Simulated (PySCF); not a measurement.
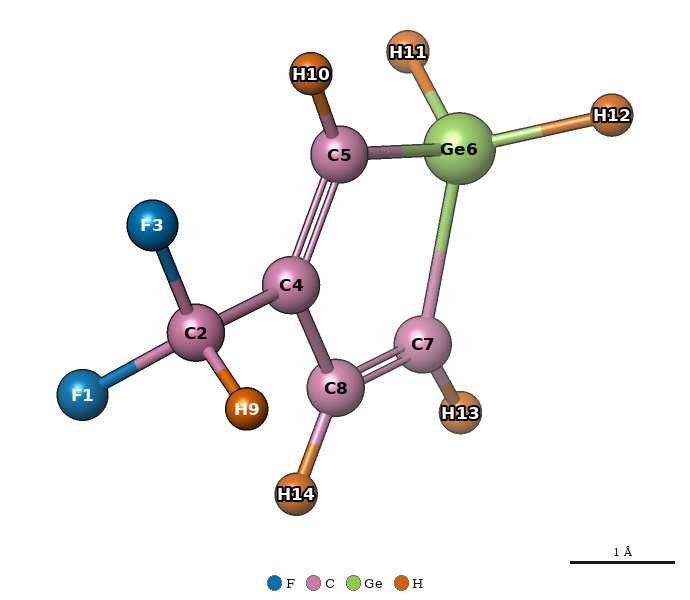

Orthographic view. Depth is shown by fading: the farther an atom, the more it takes the colour of the background. The computed structure is the end point of a PBE0-D3(BJ)/def2-SVP optimisation. No frequency run is at hand to confirm it as a minimum.

Write the connection table.

F1: C2
C2: F1, F3, C4, H9
F3: C2
C4: C2, C5, C8
C5: C4, Ge6, H10
Ge6: C5, C7, H11, H12
C7: Ge6, C8, H13
C8: C4, C7, H14
(terminal hydrogens appear only as neighbours)
